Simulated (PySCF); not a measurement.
# CH9BN2Si: NMR shifts at several levels of theory, part 2 of 2

PySCF 2.14.0. Atoms count from 0. The steps go on from the part before.

## (8) Shielding tensors: KT2/pcSseg-1

The job: settings as JSON, then the geometry in Å.

```
{"job": {"kind": "nmr", "xc": "KT2", "basis": "pcSseg-1", "pop": false}, "charge": 0, "multiplicity": 1}
B      1.806231    -1.596734    -0.544266
N      0.651865    -0.835027    -0.756942
Si     0.022610     0.481999     0.232955
C     -1.532123    -0.004511     1.150700
N     -0.410233     1.755990    -0.855100
H      2.514726    -1.348452     0.406639
H      2.087463    -2.492665    -1.310954
H      0.089526    -1.066834    -1.572623
H      1.117902     0.779933     1.205400
H     -2.328680    -0.298452     0.449571
H     -1.908590     0.827662     1.767107
H     -1.331112    -0.853665     1.821546
H     -1.102387     2.438860    -0.568426
H      0.302454     2.191647    -1.430554
```

Method: GIAO KT2/pcSseg-1 NMR shielding, non-relativistic, gas phase.

Output:

```text
coarse grid: 11504 points
cycle   1  E = -472.7993699795  dE =  1.832e-01  |g| = 7.054e-01  |ddm| = 3.205e+00
cycle   2  E = -472.5828222760  dE =  2.165e-01  |g| = 1.175e+00  |ddm| = 1.669e+00
cycle   3  E = -472.9137262034  dE = -3.309e-01  |g| = 1.639e-01  |ddm| = 1.225e+00
cycle   4  E = -472.9210303195  dE = -7.304e-03  |g| = 4.735e-02  |ddm| = 1.806e-01
cycle   5  E = -472.9214948893  dE = -4.646e-04  |g| = 1.797e-02  |ddm| = 5.309e-02
cycle   6  E = -472.9215699856  dE = -7.510e-05  |g| = 5.256e-03  |ddm| = 2.026e-02
cycle   7  E = -472.9215760750  dE = -6.089e-06  |g| = 1.703e-03  |ddm| = 5.929e-03
final grid: 104680 points
cycle   8  E = -472.9178971801  dE = -1.440e-04  |g| = 1.681e-02  |ddm| = 3.134e-02
cycle   9  E = -472.9178160842  dE =  8.110e-05  |g| = 2.449e-02  |ddm| = 3.124e-02
cycle  10  E = -472.9179423189  dE = -1.262e-04  |g| = 4.249e-03  |ddm| = 2.266e-02
cycle  11  E = -472.9179460222  dE = -3.703e-06  |g| = 1.229e-03  |ddm| = 4.278e-03
cycle  12  E = -472.9179464146  dE = -3.924e-07  |g| = 2.869e-04  |ddm| = 1.080e-03
cycle  13  E = -472.9179464328  dE = -1.817e-08  |g| = 5.803e-05  |ddm| = 2.700e-04
cycle  14  E = -472.9179464334  dE = -5.888e-10  |g| = 2.424e-05  |ddm| = 6.395e-05
converged SCF energy = -472.9179464334

GIAO shielding tensors (ppm)
atom      isotropic    diamagn.    paramagn.     s11        s22        s33       span
  0 B       61.532     196.733    -135.201     27.966     36.987    119.642     91.677
  1 N      112.478     325.906    -213.428     -1.471    129.457    209.448    210.918
  2 Si     366.912     883.945    -517.032    347.638    366.051    387.047     39.409
  3 C      182.916     255.795     -72.879    174.466    182.869    191.414     16.948
  4 N      238.377     317.576     -79.200    203.363    253.206    258.561     55.199
  5 H       26.129      30.404      -4.275     23.798     26.064     28.526      4.727
  6 H       26.123      28.685      -2.563     24.440     26.057     27.871      3.430
  7 H       26.285      32.398      -6.114     22.717     26.585     29.551      6.834
  8 H       25.858      30.648      -4.790     23.095     23.879     30.600      7.505
  9 H       30.874      31.232      -0.359     27.220     28.652     36.748      9.528
 10 H       31.029      30.081       0.948     26.962     28.596     37.530     10.568
 11 H       30.989      31.019      -0.030     27.138     28.327     37.503     10.365
 12 H       30.937      30.796       0.141     24.049     27.642     41.119     17.070
 13 H       30.821      30.746       0.075     23.927     26.891     41.644     17.717
```

Run time: 14 s. Hardware: 1 thread of Arm Neoverse V2, shared host; peak memory 0.64 GiB.

Key values: δ C3 0.3, B0 38.4, N1 151.8, N4 25.9, H8 5.32, H5 5.05 ppm (means over like atoms).

## (9) Shielding tensors: KT3/pcSseg-1

Settings changed since step 8:

```diff
@@ -1,2 +1,2 @@
-{"job": {"kind": "nmr", "xc": "KT2", "basis": "pcSseg-1", "pop": false}, "charge": 0, "multiplicity": 1}
+{"job": {"kind": "nmr", "xc": "KT3", "basis": "pcSseg-1", "pop": false}, "charge": 0, "multiplicity": 1}
 B      1.806231    -1.596734    -0.544266
```

With the program's defaults for keys left out, this is: GIAO KT3/pcSseg-1 NMR shielding, non-relativistic, gas phase.

Output:

```text
coarse grid: 11504 points
cycle   1  E = -472.3593764244  dE =  1.674e-01  |g| = 7.349e-01  |ddm| = 3.223e+00
cycle   2  E = -472.1261724357  dE =  2.332e-01  |g| = 1.216e+00  |ddm| = 1.797e+00
cycle   3  E = -472.4833944324  dE = -3.572e-01  |g| = 1.687e-01  |ddm| = 1.315e+00
cycle   4  E = -472.4911352981  dE = -7.741e-03  |g| = 4.829e-02  |ddm| = 1.824e-01
cycle   5  E = -472.4916115167  dE = -4.762e-04  |g| = 1.895e-02  |ddm| = 5.454e-02
cycle   6  E = -472.4916950909  dE = -8.357e-05  |g| = 5.409e-03  |ddm| = 2.135e-02
cycle   7  E = -472.4917014885  dE = -6.398e-06  |g| = 1.747e-03  |ddm| = 5.967e-03
final grid: 104680 points
cycle   8  E = -472.4865066550  dE = -1.601e-04  |g| = 1.167e-02  |ddm| = 3.172e-02
cycle   9  E = -472.4864903865  dE =  1.627e-05  |g| = 1.250e-02  |ddm| = 1.598e-02
cycle  10  E = -472.4865164992  dE = -2.611e-05  |g| = 4.456e-03  |ddm| = 1.327e-02
cycle  11  E = -472.4865208098  dE = -4.311e-06  |g| = 6.313e-04  |ddm| = 4.058e-03
cycle  12  E = -472.4865209124  dE = -1.026e-07  |g| = 2.013e-04  |ddm| = 7.326e-04
cycle  13  E = -472.4865209208  dE = -8.367e-09  |g| = 5.489e-05  |ddm| = 1.809e-04
cycle  14  E = -472.4865209215  dE = -7.024e-10  |g| = 9.392e-06  |ddm| = 5.378e-05
converged SCF energy = -472.4865209215

GIAO shielding tensors (ppm)
atom      isotropic    diamagn.    paramagn.     s11        s22        s33       span
  0 B       63.118     196.338    -133.221     29.335     40.744    119.275     89.940
  1 N      118.714     325.745    -207.032      8.978    137.045    210.119    201.141
  2 Si     375.386     883.255    -507.869    356.480    375.723    393.955     37.475
  3 C      182.065     254.816     -72.751    174.556    182.055    189.584     15.028
  4 N      238.716     317.213     -78.497    204.021    253.305    258.820     54.799
  5 H       26.422      30.682      -4.260     24.110     26.340     28.816      4.705
  6 H       26.396      28.877      -2.481     24.686     26.347     28.156      3.469
  7 H       26.580      32.657      -6.077     22.892     26.862     29.987      7.095
  8 H       26.233      30.962      -4.729     23.479     24.272     30.947      7.469
  9 H       31.016      31.366      -0.349     27.445     28.842     36.762      9.317
 10 H       31.170      30.184       0.986     27.200     28.789     37.520     10.320
 11 H       31.133      31.148      -0.015     27.360     28.541     37.498     10.139
 12 H       31.101      30.972       0.129     24.208     27.876     41.220     17.011
 13 H       31.013      30.942       0.071     24.136     27.163     41.740     17.604
```

It took 14 s on 1 thread of Arm Neoverse V2, shared host; peak memory 0.6 GiB.

Key values: δ C3 0.2, B0 37.4, N1 143.3, N4 23.3, H8 5.09, H5 4.91 ppm (means over like atoms).

## (10) Shielding tensors: B97-D/pcSseg-1

Settings changed since step 9:

```diff
@@ -1,2 +1,2 @@
-{"job": {"kind": "nmr", "xc": "KT3", "basis": "pcSseg-1", "pop": false}, "charge": 0, "multiplicity": 1}
+{"job": {"kind": "nmr", "xc": "B97-D", "basis": "pcSseg-1", "pop": false}, "charge": 0, "multiplicity": 1}
 B      1.806231    -1.596734    -0.544266
```

With the program's defaults for keys left out, this is: GIAO B97-D/pcSseg-1 NMR shielding, non-relativistic, gas phase.

Output:

```text
coarse grid: 11504 points
cycle   1  E = -467.1543210524  dE =  1.508e-01  |g| = 7.485e-01  |ddm| = 3.235e+00
cycle   2  E = -466.9093194089  dE =  2.450e-01  |g| = 1.259e+00  |ddm| = 1.716e+00
cycle   3  E = -467.2786908350  dE = -3.694e-01  |g| = 1.728e-01  |ddm| = 1.262e+00
cycle   4  E = -467.2867029969  dE = -8.012e-03  |g| = 4.751e-02  |ddm| = 1.811e-01
cycle   5  E = -467.2871544421  dE = -4.514e-04  |g| = 2.008e-02  |ddm| = 5.476e-02
cycle   6  E = -467.2872450895  dE = -9.065e-05  |g| = 5.734e-03  |ddm| = 2.124e-02
cycle   7  E = -467.2872524067  dE = -7.317e-06  |g| = 1.887e-03  |ddm| = 6.343e-03
final grid: 104680 points
cycle   8  E = -467.3009738536  dE = -4.761e-05  |g| = 1.239e-02  |ddm| = 2.535e-02
cycle   9  E = -467.3008924369  dE =  8.142e-05  |g| = 2.252e-02  |ddm| = 2.524e-02
cycle  10  E = -467.3010019658  dE = -1.095e-04  |g| = 2.259e-03  |ddm| = 1.782e-02
cycle  11  E = -467.3010028349  dE = -8.691e-07  |g| = 1.038e-03  |ddm| = 2.148e-03
cycle  12  E = -467.3010030756  dE = -2.406e-07  |g| = 1.350e-04  |ddm| = 8.132e-04
cycle  13  E = -467.3010030794  dE = -3.792e-09  |g| = 4.658e-05  |ddm| = 1.538e-04
cycle  14  E = -467.3010030799  dE = -4.934e-10  |g| = 1.082e-05  |ddm| = 4.641e-05
converged SCF energy = -467.3010030799

GIAO shielding tensors (ppm)
atom      isotropic    diamagn.    paramagn.     s11        s22        s33       span
  0 B       59.301     195.157    -135.857     24.081     36.366    117.455     93.374
  1 N      113.899     325.382    -211.484      0.810    131.612    209.274    208.464
  2 Si     358.079     881.752    -523.672    338.502    358.230    377.507     39.004
  3 C      178.993     254.412     -75.418    171.471    179.053    186.457     14.986
  4 N      237.305     317.221     -79.916    201.395    252.452    258.067     56.672
  5 H       26.411      30.685      -4.275     23.933     26.442     28.857      4.923
  6 H       26.408      29.017      -2.609     24.616     26.454     28.153      3.537
  7 H       26.681      32.505      -5.824     23.043     27.068     29.931      6.888
  8 H       26.276      31.050      -4.775     23.515     24.322     30.989      7.475
  9 H       31.107      31.324      -0.217     27.600     29.002     36.719      9.119
 10 H       31.268      30.168       1.100     27.377     28.951     37.474     10.097
 11 H       31.230      31.101       0.129     27.517     28.698     37.476      9.959
 12 H       31.214      30.924       0.290     24.365     28.030     41.248     16.883
 13 H       31.125      30.880       0.245     24.283     27.312     41.780     17.498
```

Run time: 14 s. Hardware: 1 thread of Arm Neoverse V2, shared host; peak memory 0.64 GiB.

In short: δ C3 0.2, B0 38.9, N1 146.9, N4 23.5, H8 5.13, H5 5.00 ppm (means over like atoms).

## (11) Nuclear shieldings: B3LYP/pcSseg-1

Settings changed since step 10:

```diff
@@ -1,2 +1,2 @@
-{"job": {"kind": "nmr", "xc": "B97-D", "basis": "pcSseg-1", "pop": false}, "charge": 0, "multiplicity": 1}
+{"job": {"kind": "nmr", "xc": "B3LYP", "basis": "pcSseg-1", "pop": false}, "charge": 0, "multiplicity": 1}
 B      1.806231    -1.596734    -0.544266
```

Level: GIAO B3LYP/pcSseg-1 NMR shielding, non-relativistic, gas phase.

Output:

```text
coarse grid: 11504 points
cycle   1  E = -467.3470527771  dE =  1.824e-01  |g| = 6.568e-01  |ddm| = 3.175e+00
cycle   2  E = -467.2615622341  dE =  8.549e-02  |g| = 9.041e-01  |ddm| = 1.172e+00
cycle   3  E = -467.4415467912  dE = -1.800e-01  |g| = 1.015e-01  |ddm| = 7.637e-01
cycle   4  E = -467.4439825042  dE = -2.436e-03  |g| = 3.092e-02  |ddm| = 9.947e-02
cycle   5  E = -467.4441825674  dE = -2.001e-04  |g| = 1.049e-02  |ddm| = 2.799e-02
cycle   6  E = -467.4442066130  dE = -2.405e-05  |g| = 2.852e-03  |ddm| = 1.016e-02
cycle   7  E = -467.4442083474  dE = -1.734e-06  |g| = 8.214e-04  |ddm| = 2.652e-03
final grid: 104680 points
cycle   8  E = -467.4716817897  dE = -1.815e-05  |g| = 6.794e-03  |ddm| = 1.502e-02
cycle   9  E = -467.4716690201  dE =  1.277e-05  |g| = 1.022e-02  |ddm| = 1.183e-02
cycle  10  E = -467.4716919501  dE = -2.293e-05  |g| = 9.120e-04  |ddm| = 7.125e-03
cycle  11  E = -467.4716921310  dE = -1.808e-07  |g| = 1.889e-04  |ddm| = 7.000e-04
cycle  12  E = -467.4716921383  dE = -7.368e-09  |g| = 5.485e-05  |ddm| = 1.782e-04
cycle  13  E = -467.4716921389  dE = -5.753e-10  |g| = 2.154e-05  |ddm| = 5.765e-05
converged SCF energy = -467.4716921389

GIAO shielding tensors (ppm)
atom      isotropic    diamagn.    paramagn.     s11        s22        s33       span
  0 B       54.742     194.511    -139.769     16.782     30.090    117.353    100.572
  1 N      109.861     325.707    -215.846    -10.650    128.907    211.325    221.976
  2 Si     347.709     880.465    -532.755    327.938    347.273    367.917     39.979
  3 C      178.870     254.342     -75.472    170.982    178.854    186.773     15.791
  4 N      238.091     317.202     -79.111    201.498    253.182    259.592     58.094
  5 H       26.360      30.544      -4.183     23.804     26.342     28.936      5.132
  6 H       26.354      28.878      -2.524     24.517     26.330     28.213      3.696
  7 H       26.667      32.481      -5.815     22.875     27.170     29.955      7.080
  8 H       26.341      30.921      -4.580     23.564     24.356     31.103      7.540
  9 H       31.078      31.272      -0.194     27.473     28.921     36.840      9.367
 10 H       31.257      30.153       1.104     27.290     28.868     37.615     10.325
 11 H       31.207      31.069       0.138     27.409     28.592     37.619     10.209
 12 H       31.150      30.838       0.312     24.201     27.864     41.386     17.185
 13 H       31.054      30.780       0.274     24.115     27.117     41.929     17.814
```

It took 9.6 s on 1 thread of Arm Neoverse V2, shared host; peak memory 0.69 GiB.

In short: δ C3 0.4, B0 43.1, N1 153.7, N4 25.4, H8 5.04, H5 5.03 ppm (means over like atoms).

## (12) Comparing the runs: NMR shifts

Shifts (ppm) of some atoms, chosen among heavy atoms and hydrogens apart, with basis size and wall time:

```
           run    C3    H8    H7    B0     N1    N4    Si2  functions   time
   HF/pcSseg-1   1.2  4.54  4.06  44.5  123.2  15.7  -10.9        137  4.4 s
  LDA/pcSseg-1  -0.1  5.60  5.36  45.5  177.3  34.4   -1.1        137   12 s
  PBE/pcSseg-1   0.1  5.36  5.03  41.3  160.8  28.1   -6.4        137   14 s
 BLYP/pcSseg-1   0.2  5.22  4.89  41.4  161.8  28.5  -11.0        137   14 s
 BP86/pcSseg-1   0.1  5.35  4.96  40.9  157.5  26.6   -7.0        137   14 s
 OPBE/pcSseg-1   0.1  5.26  4.96  38.6  145.0  23.0   -6.2        137   14 s
  KT2/pcSseg-1   0.3  5.32  4.89  38.4  151.8  25.9   -5.9        137   14 s
  KT3/pcSseg-1   0.2  5.09  4.74  37.4  143.3  23.3   -9.9        137   14 s
B97-D/pcSseg-1   0.2  5.13  4.73  38.9  146.9  23.5  -10.9        137   14 s
B3LYP/pcSseg-1   0.4  5.04  4.72  43.1  153.7  25.4   -9.8        137  9.6 s
```

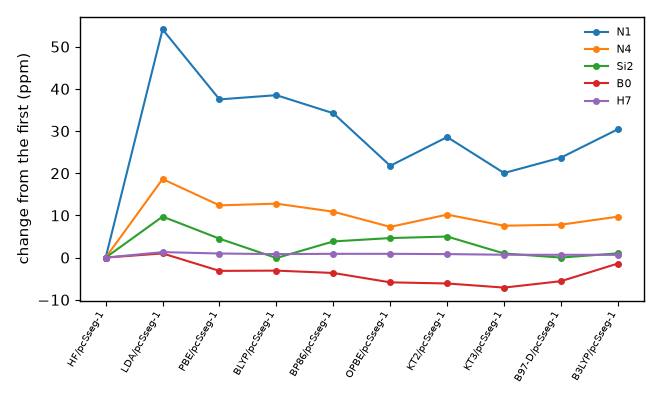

How five of the tabulated atoms move from run to run.

## (13) Results

This closing draws on all 2 parts.

| quantity | value |
| --- | --- |
| 13C shifts against TMS (HF/pcSseg-1) | 1.2 ppm |
| 1H shifts against TMS (HF/pcSseg-1, means over atoms taken as alike) | 4.83, 4.54, 4.06, 0.48, 0.20 ppm |
| 11B shifts against BF3·OEt2 (HF/pcSseg-1) | 44.5 ppm |
| 15N shifts against NH3 (HF/pcSseg-1) | 123.2, 15.7 ppm |
| 29Si shifts against TMS (HF/pcSseg-1) | -10.9 ppm |
| range of the shift of N1 | 123.2 to 177.3 ppm |

Single values in the summary come from the first sound run of each kind (HF/pcSseg-1), which need not be the best level. At HF/pcSseg-1: The widest tensor belongs to N1: span 211 ppm, with a paramagnetic part of -186 ppm. In ppm, N1 moves most: its shift spreads over 54.1 ppm, from 123.2 (HF/pcSseg-1) to 177.3 (LDA/pcSseg-1).
